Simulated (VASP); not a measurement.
Band structure of Al$_{2}$Cu (sg140). Level of theory: r2SCAN meta-GGA, VASP's PBE PAW potentials (set 64) (plane waves; VASP 6.6.1).

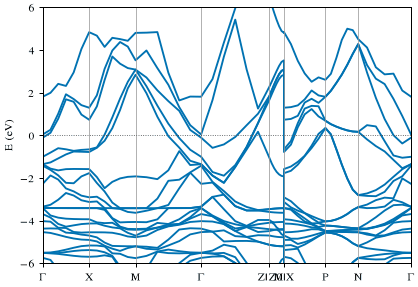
*Bands along high-symmetry lines, zero at the valence-band maximum or, without a gap, the Fermi level*

Read the plot: is there a gap, and where are the band edges?

It has no gap at this level: it comes out as a metal or semimetal.

The compound is Al2Cu in the sg140 structure. It was relaxed first.
